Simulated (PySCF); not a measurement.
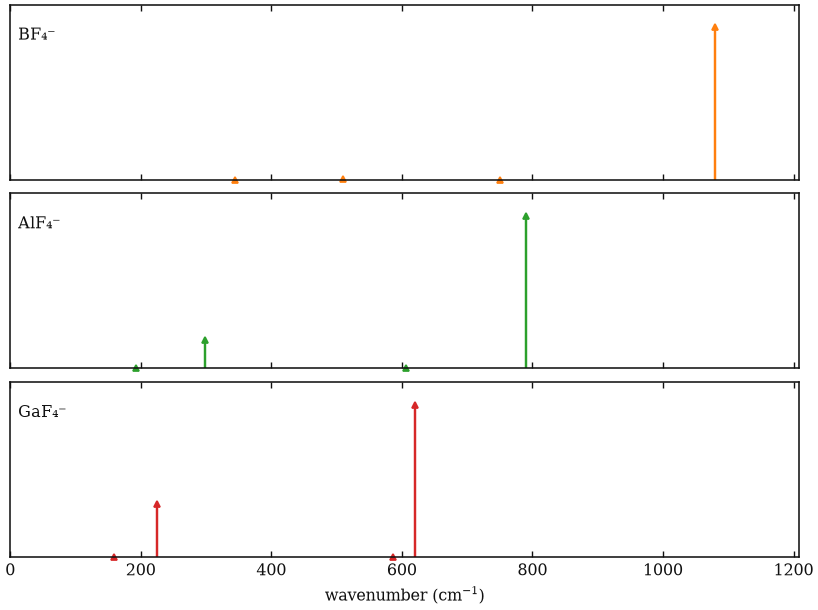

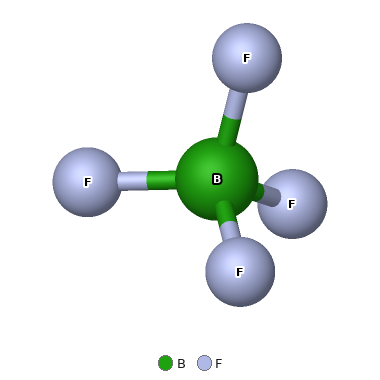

Harmonic infrared lines of BF₄⁻, AlF₄⁻ and GaF₄⁻, all Td singlets, each the lowest point that its search found (BF₄⁻ is drawn); the central atom changes down one group of the periodic table. PBE0/def2-SVPD, PySCF 2.14.0, unscaled, no spin-orbit coupling; each panel is scaled to its strongest line, degenerate modes are one line with their intensities summed, and dots on the axis are modes too weak to show or inactive.

Question: How do the bond length and the stretches change along the series?

Answer: Mean bond length: BF₄⁻ 1.409, AlF₄⁻ 1.711, GaF₄⁻ 1.796 Å, rising down the group. Highest t2 mode: BF₄⁻ 1080, AlF₄⁻ 790, GaF₄⁻ 621 cm⁻¹, falling down the group.

Caveats, for all or some of the runs: double-zeta basis on some or all atoms; no scalar relativity.
